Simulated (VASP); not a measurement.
Band structure of Mg₂Si (space group Fm-3m). Level of theory: modified Becke-Johnson potential (mBJ), VASP's PBE PAW potentials (set 64) (plane waves; VASP 6.6.1).

mBJ is a potential without an energy functional, so only the levels count.

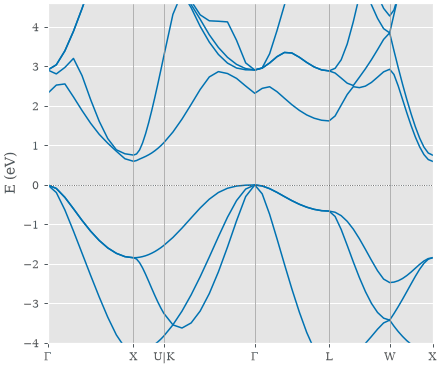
*Bands along high-symmetry lines, zero at the valence-band maximum or, without a gap, the Fermi level*

Task: Read the plot: is there a gap, and where are the band edges?

Result: The gap is indirect, 0.60 eV, from the valence maximum at Γ to the conduction minimum at X.

The structure comes from a computed database's Mg2Si entry (Fm-3m); how it stands against other phases isn't given here. It was relaxed first. The cell's shape comes from a PBE relaxation.
